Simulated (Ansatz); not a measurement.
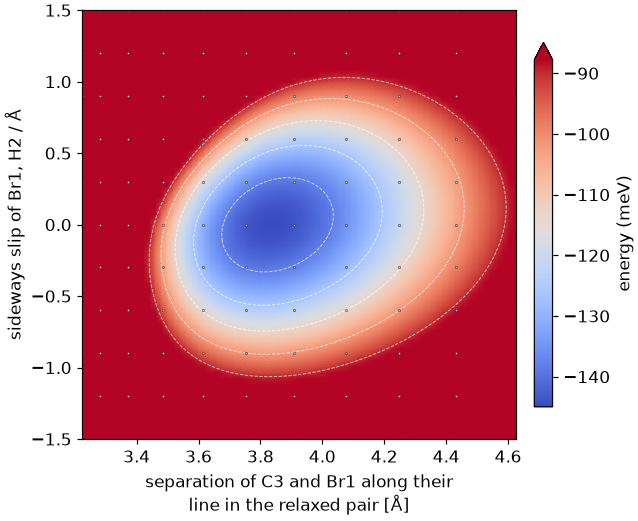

The pair BrH···C₂H₂. 
- The first coordinate is: separation of C3 and Br1 along their line in the relaxed pair; the second: sideways slip of Br1, H2.
- Nothing is relaxed (both partners rigid).
- The grid has 11 × 11 points.
- Points are written as (first, second).
- All energies are given in meV relative to the two partners far apart, frozen as in the relaxed pair, each in its own basis (no counterpoise correction).
- These are results of RKS r2SCAN0-D4/def2-SVPD in Ansatz 0.2.0, not measurements.

The picture shows a smooth colour map with a few white contour lines, dots at the grid points, one colour for all values above the top of the scale. Between grid points the surface is interpolated.

Estimate the position of the minimum and the force constants in these coordinates.

Answer. The interpolated minimum is at the first coordinate ≈ 3.838 Å, sideways slip of Br1, H2 ≈ 0.00 Å. The curvatures there are about 0.47 eV/Å² and 0.14 eV/Å², with a cross term of about −0.053 eV/Å². Round the minimum the valley is somewhat tilted: raising the first coordinate shifts the best value of sideways slip of Br1, H2 upwards (coupling k₁₂/√(k₁₁k₂₂) about −0.2).
